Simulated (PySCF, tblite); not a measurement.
# C₄H₄F₂N₂O₂: a rotation path, then NMR shifts on frames, part 2 of 2

tblite 0.8.0 and PySCF 2.14.0. Atoms count from 0. Earlier steps stand in the parts before.

### Step 5. NMR shieldings: image 3, PBE0/pcSseg-1

The job: settings as JSON, then the geometry in Å.

```
{"job": {"kind": "nmr", "xc": "PBE0", "basis": "pcSseg-1", "pop": false}, "charge": 0, "multiplicity": 1}
O      2.654200     0.633000    -1.051800
C      2.319700    -0.293800    -0.067700
C      0.881000    -0.247800     0.298100
N     -0.087600     0.213600    -0.438800
C     -1.181100     0.003500     0.339400
C     -2.571300     0.387000    -0.057600
F     -2.626900     0.737100    -1.356000
F     -3.420800    -0.650600     0.107400
N     -0.898600    -0.553100     1.482900
O      0.443100    -0.723100     1.465600
H      1.954600     0.657100    -1.717600
H      2.922400    -0.071200     0.817600
H      2.556000    -1.323400    -0.389900
H     -2.945300     1.231200     0.546400
```

Method: GIAO PBE0/pcSseg-1 NMR shielding, non-relativistic, gas phase.

Output:

```text
coarse grid: 13296 points
cycle   1  E = -613.4489306177  dE =  2.065e+00  |g| = 9.865e-01  |ddm| = 3.628e+00
cycle   2  E = -613.2559028721  dE =  1.930e-01  |g| = 1.468e+00  |ddm| = 1.601e+00
cycle   3  E = -613.6173818356  dE = -3.615e-01  |g| = 1.029e-01  |ddm| = 9.984e-01
cycle   4  E = -613.6180214742  dE = -6.396e-04  |g| = 8.199e-02  |ddm| = 1.092e-01
cycle   5  E = -613.6193778670  dE = -1.356e-03  |g| = 1.800e-02  |ddm| = 6.591e-02
cycle   6  E = -613.6194345402  dE = -5.667e-05  |g| = 7.348e-03  |ddm| = 1.711e-02
cycle   7  E = -613.6194454766  dE = -1.094e-05  |g| = 1.669e-03  |ddm| = 5.548e-03
cycle   8  E = -613.6194459673  dE = -4.907e-07  |g| = 5.455e-04  |ddm| = 1.365e-03
final grid: 133928 points
cycle   9  E = -613.7081072709  dE = -3.385e-05  |g| = 1.323e-02  |ddm| = 2.669e-02
cycle  10  E = -613.7080466677  dE =  6.060e-05  |g| = 2.277e-02  |ddm| = 1.950e-02
cycle  11  E = -613.7081370059  dE = -9.034e-05  |g| = 2.640e-03  |ddm| = 1.307e-02
cycle  12  E = -613.7081384004  dE = -1.395e-06  |g| = 5.123e-04  |ddm| = 2.008e-03
cycle  13  E = -613.7081384439  dE = -4.345e-08  |g| = 2.230e-04  |ddm| = 5.048e-04
cycle  14  E = -613.7081384531  dE = -9.227e-09  |g| = 8.662e-05  |ddm| = 1.974e-04
cycle  15  E = -613.7081384546  dE = -1.454e-09  |g| = 1.911e-05  |ddm| = 7.111e-05
cycle  16  E = -613.7081384546  dE = -6.048e-11  |g| = 6.901e-06  |ddm| = 1.557e-05
converged SCF energy = -613.7081384546

GIAO shielding tensors (ppm)
atom      isotropic    diamagn.    paramagn.     s11        s22        s33       span
  0 O      321.471     387.180     -65.709    275.340    299.108    389.964    114.624
  1 C      125.756     239.882    -114.126    104.791    112.609    159.868     55.077
  2 C       -2.538     264.225    -266.763    -70.000    -14.542     76.928    146.929
  3 N       -5.086     330.324    -335.409   -173.785    -59.806    218.335    392.119
  4 C       15.434     262.003    -246.568    -81.014     31.723     95.594    176.608
  5 C       71.601     230.122    -158.521     50.564     67.377     96.861     46.297
  6 F      322.545     470.569    -148.024    214.445    341.235    411.955    197.509
  7 F      303.753     465.516    -161.763    187.075    333.836    390.349    203.274
  8 N     -136.281     322.365    -458.647   -359.523   -114.942     65.622    425.146
  9 O      -75.510     402.973    -478.483   -218.841   -119.705    112.015    330.855
 10 H       29.820      32.451      -2.631     19.568     28.057     41.836     22.268
 11 H       26.410      26.483      -0.073     21.460     26.481     31.288      9.829
 12 H       26.356      26.838      -0.482     21.553     26.188     31.327      9.774
 13 H       24.478      24.588      -0.110     21.967     23.599     27.867      5.901
```

It took 26 s on 1 thread of Intel Xeon Platinum 8488C, shared host; peak memory 0.89 GiB.

This run: δ C2 189.5, C4 171.5, C5 115.3, C1 61.2, H13 7.24, H12 5.36 ppm.

### Step 6. NMR shieldings: image 5, PBE0/pcSseg-1

The job: settings as JSON, then the geometry in Å.

```
{"job": {"kind": "nmr", "xc": "PBE0", "basis": "pcSseg-1", "pop": false}, "charge": 0, "multiplicity": 1}
O      2.685600     0.795600    -0.873200
C      2.323500    -0.277300    -0.062300
C      0.874900    -0.285400     0.266600
N     -0.078800     0.293400    -0.404400
C     -1.190000    -0.048600     0.303700
C     -2.565100     0.400900    -0.071500
F     -2.833800     0.098500    -1.361400
F     -3.496200    -0.215500     0.679800
N     -0.928500    -0.787600     1.341900
O      0.413500    -0.946500     1.329700
H      2.006500     0.926500    -1.547300
H      2.899700    -0.203500     0.864500
H      2.570600    -1.242300    -0.539300
H     -2.682400     1.491500     0.051100
```

With the program's defaults for keys left out, this is: GIAO PBE0/pcSseg-1 NMR shielding, non-relativistic, gas phase.

Output:

```text
coarse grid: 13296 points
cycle   1  E = -613.4491459921  dE =  2.064e+00  |g| = 9.862e-01  |ddm| = 3.638e+00
cycle   2  E = -613.2572861994  dE =  1.919e-01  |g| = 1.466e+00  |ddm| = 1.598e+00
cycle   3  E = -613.6171619075  dE = -3.599e-01  |g| = 1.090e-01  |ddm| = 9.962e-01
cycle   4  E = -613.6178510689  dE = -6.892e-04  |g| = 8.779e-02  |ddm| = 1.165e-01
cycle   5  E = -613.6194314860  dE = -1.580e-03  |g| = 1.742e-02  |ddm| = 6.939e-02
cycle   6  E = -613.6194828471  dE = -5.136e-05  |g| = 7.543e-03  |ddm| = 1.652e-02
cycle   7  E = -613.6194943152  dE = -1.147e-05  |g| = 1.731e-03  |ddm| = 5.770e-03
cycle   8  E = -613.6194948475  dE = -5.323e-07  |g| = 5.617e-04  |ddm| = 1.415e-03
final grid: 133928 points
cycle   9  E = -613.7095051743  dE = -3.670e-05  |g| = 1.351e-02  |ddm| = 2.746e-02
cycle  10  E = -613.7094448071  dE =  6.037e-05  |g| = 2.298e-02  |ddm| = 1.975e-02
cycle  11  E = -613.7095360337  dE = -9.123e-05  |g| = 2.643e-03  |ddm| = 1.313e-02
cycle  12  E = -613.7095374322  dE = -1.399e-06  |g| = 5.360e-04  |ddm| = 2.039e-03
cycle  13  E = -613.7095374798  dE = -4.759e-08  |g| = 2.306e-04  |ddm| = 5.089e-04
cycle  14  E = -613.7095374897  dE = -9.920e-09  |g| = 8.593e-05  |ddm| = 2.031e-04
cycle  15  E = -613.7095374911  dE = -1.412e-09  |g| = 1.941e-05  |ddm| = 7.120e-05
cycle  16  E = -613.7095374912  dE = -6.617e-11  |g| = 6.876e-06  |ddm| = 1.603e-05
converged SCF energy = -613.7095374912

GIAO shielding tensors (ppm)
atom      isotropic    diamagn.    paramagn.     s11        s22        s33       span
  0 O      321.939     387.141     -65.202    276.638    299.215    389.964    113.326
  1 C      125.661     239.967    -114.307    104.654    112.410    159.918     55.264
  2 C       -3.280     264.108    -267.388    -71.103    -14.055     75.318    146.421
  3 N       -3.730     331.191    -334.920   -169.390    -62.511    220.712    390.102
  4 C       16.739     262.121    -245.382    -78.212     32.002     96.425    174.637
  5 C       71.046     233.023    -161.977     50.561     68.678     93.899     43.338
  6 F      307.678     469.550    -161.871    194.848    334.502    393.686    198.838
  7 F      327.146     463.717    -136.570    221.061    346.261    414.117    193.055
  8 N     -135.695     321.194    -456.889   -357.202   -114.016     64.134    421.336
  9 O      -68.566     402.921    -471.487   -210.711   -115.972    120.983    331.694
 10 H       29.903      32.435      -2.532     19.680     28.154     41.874     22.194
 11 H       26.413      26.493      -0.080     21.480     26.509     31.249      9.769
 12 H       26.366      26.854      -0.489     21.567     26.221     31.308      9.741
 13 H       24.554      25.632      -1.078     21.971     24.023     27.668      5.697
```

It took 26 s on 1 thread of Intel Xeon Platinum 8488C, shared host; peak memory 0.89 GiB.

In short: δ C2 190.2, C4 170.2, C5 115.9, C1 61.3, H13 7.16, H12 5.35 ppm.

### Step 7. Shielding tensors: image 8, PBE0/pcSseg-1

The job: settings as JSON, then the geometry in Å.

```
{"job": {"kind": "nmr", "xc": "PBE0", "basis": "pcSseg-1", "pop": false}, "charge": 0, "multiplicity": 1}
O      2.686600     0.982400    -0.596800
C      2.329000    -0.244900    -0.042300
C      0.871300    -0.342800     0.233200
N     -0.064500     0.376500    -0.316800
C     -1.198700    -0.128500     0.241200
C     -2.550900     0.403600    -0.108900
F     -3.270500    -0.521900    -0.783400
F     -3.255900     0.717300     0.997200
N     -0.967900    -1.099400     1.075800
O      0.374500    -1.246700     1.080700
H      2.019600     1.247000    -1.243100
H      2.890000    -0.363000     0.889700
H      2.601500    -1.082400    -0.709600
H     -2.464800     1.302300    -0.739100
```

With the program's defaults for keys left out, this is: GIAO PBE0/pcSseg-1 NMR shielding, non-relativistic, gas phase.

Output:

```text
coarse grid: 13296 points
cycle   1  E = -613.4502928303  dE =  2.056e+00  |g| = 9.848e-01  |ddm| = 3.625e+00
cycle   2  E = -613.2608580394  dE =  1.894e-01  |g| = 1.460e+00  |ddm| = 1.567e+00
cycle   3  E = -613.6175054319  dE = -3.566e-01  |g| = 1.096e-01  |ddm| = 9.784e-01
cycle   4  E = -613.6181357838  dE = -6.304e-04  |g| = 9.013e-02  |ddm| = 1.191e-01
cycle   5  E = -613.6198170371  dE = -1.681e-03  |g| = 1.676e-02  |ddm| = 7.076e-02
cycle   6  E = -613.6198642174  dE = -4.718e-05  |g| = 7.397e-03  |ddm| = 1.579e-02
cycle   7  E = -613.6198753650  dE = -1.115e-05  |g| = 1.737e-03  |ddm| = 5.766e-03
cycle   8  E = -613.6198759036  dE = -5.385e-07  |g| = 5.549e-04  |ddm| = 1.411e-03
final grid: 133928 points
cycle   9  E = -613.7089735226  dE = -3.434e-05  |g| = 1.365e-02  |ddm| = 2.760e-02
cycle  10  E = -613.7089075479  dE =  6.597e-05  |g| = 2.367e-02  |ddm| = 2.024e-02
cycle  11  E = -613.7090051155  dE = -9.757e-05  |g| = 2.698e-03  |ddm| = 1.364e-02
cycle  12  E = -613.7090065865  dE = -1.471e-06  |g| = 5.275e-04  |ddm| = 2.067e-03
cycle  13  E = -613.7090066324  dE = -4.595e-08  |g| = 2.293e-04  |ddm| = 4.974e-04
cycle  14  E = -613.7090066422  dE = -9.778e-09  |g| = 8.714e-05  |ddm| = 1.997e-04
cycle  15  E = -613.7090066437  dE = -1.457e-09  |g| = 1.935e-05  |ddm| = 7.149e-05
cycle  16  E = -613.7090066437  dE = -6.435e-11  |g| = 6.967e-06  |ddm| = 1.614e-05
converged SCF energy = -613.7090066437

GIAO shielding tensors (ppm)
atom      isotropic    diamagn.    paramagn.     s11        s22        s33       span
  0 O      321.189     387.159     -65.970    275.587    298.774    389.206    113.619
  1 C      125.470     240.116    -114.646    104.303    112.640    159.469     55.166
  2 C       -2.696     264.064    -266.760    -70.329    -15.742     77.985    148.314
  3 N       -7.140     331.685    -338.825   -166.287    -65.021    209.889    376.176
  4 C       16.370     261.855    -245.485    -80.341     28.878    100.574    180.915
  5 C       70.487     235.324    -164.837     53.276     74.577     83.608     30.332
  6 F      299.576     466.143    -166.567    199.920    323.741    375.068    175.148
  7 F      306.779     465.128    -158.349    208.131    329.173    383.033    174.902
  8 N     -140.738     321.328    -462.066   -374.589   -115.232     67.606    442.195
  9 O      -75.361     402.885    -478.246   -223.408   -119.488    116.813    340.220
 10 H       29.894      32.501      -2.608     19.732     28.166     41.783     22.051
 11 H       26.371      26.394      -0.023     21.478     26.426     31.209      9.731
 12 H       26.366      26.876      -0.510     21.469     26.278     31.352      9.883
 13 H       24.513      26.782      -2.269     21.980     23.295     28.263      6.283
```

Run time: 26 s. Hardware: 1 thread of Intel Xeon Platinum 8488C, shared host; peak memory 0.89 GiB.

Key values: δ C2 189.6, C4 170.6, C5 116.4, C1 61.5, H13 7.20, H12 5.35 ppm.

### Step 8. Comparing the runs: NMR shifts

Shifts (ppm) of some atoms, chosen among heavy atoms and hydrogens apart, with basis size and wall time:

```
  frame   H13   H10     O9     N8     N3      F7      F6  functions  time
image 0  7.17  2.02  403.5  404.4  272.0  -134.5  -139.7        190  26 s
image 1  7.22  1.95  406.7  404.3  272.0  -127.1  -149.3        190  26 s
image 3  7.24  1.90  411.6  404.0  272.8  -132.8  -151.6        190  26 s
image 5  7.16  1.81  404.6  403.4  271.5  -156.2  -136.7        190  26 s
image 8  7.20  1.82  411.4  408.5  274.9  -135.8  -128.6        190  26 s
```

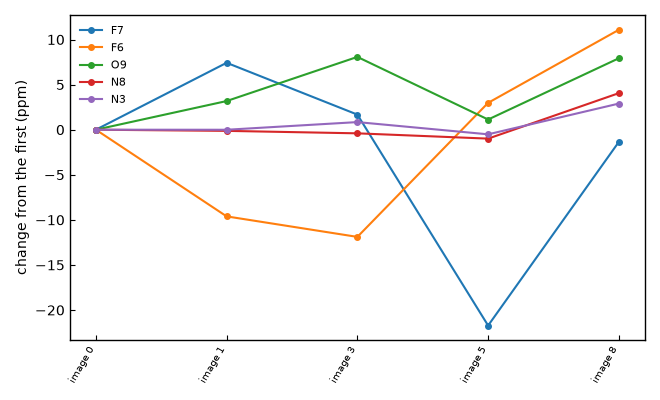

How five of the tabulated atoms move from run to run.

### Step 9. Results

What follows sums up all 2 parts.

| quantity | value |
| --- | --- |
| barrier | 0.035 eV (0.8 kcal/mol) at image 3 |
| end to end (GFN2-xTB) | -0.009 eV |
| 13C shifts against TMS (PBE0/pcSseg-1, image 0) | 190.7, 170.9, 114.4, 61.4 ppm |
| 1H shifts against TMS (PBE0/pcSseg-1, image 0) | 7.17, 5.38, 5.33, 2.02 ppm |
| 17O shifts against H2O (PBE0/pcSseg-1, image 0) | 403.5, 14.7 ppm |
| 15N shifts against NH3 (PBE0/pcSseg-1, image 0) | 404.4, 272.0 ppm |
| 19F shifts against CFCl3 (PBE0/pcSseg-1, image 0) | -134.5, -139.7 ppm |
| range of the shift of F7 | -156.2 to -127.1 ppm |

Along the band the dihedral turns by 167°, and the top (dihedral -51°) lies 0.8 kcal/mol above the start (GFN2-xTB, rough), so at room temperature this motion is fast. Ends this close can change order at a higher level. The top was not checked by a frequency run. Shifts at one fixed geometry are not the observed spectrum, which averages over the motion. NICS(1)zz of -27 ppm above the planar ring from C2 marks a diatropic (aromatic) ring current. Across the 5 runs the shift of F7 moves most, between -156.2 (image 5) and -127.1 ppm (image 1).
